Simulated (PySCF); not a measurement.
Te(F)(SeH), SMILES [Te]([SeH])F (HFSeTe) at its CAM-B3LYP/def2-SVP optimised geometry (Å):

```
4

Te    -0.7485    -1.2234     0.0000
F      1.1960    -1.2234     0.0000
Se    -1.1960     1.2234     0.0000
H     -1.1693     1.4190    -1.4602
```

Level of theory: CAM-B3LYP/def2-TZVP, def2 effective core potentials past Kr (PySCF). The core electrons that the potentials of Te replace are not part of the density.

Map of the deformation density (molecule minus spherical neutral atoms) (e/bohr³) on the plane z = 1.0 Å:

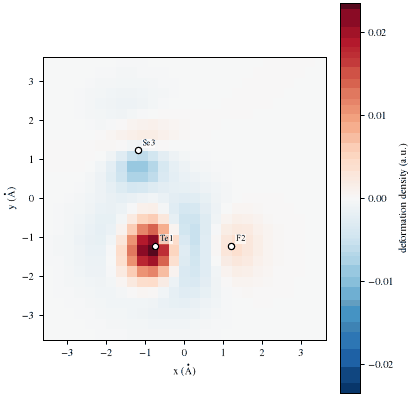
Figure. Deformation density (molecule minus spherical neutral atoms) (e/bohr³) on the plane z = 1.0 Å.
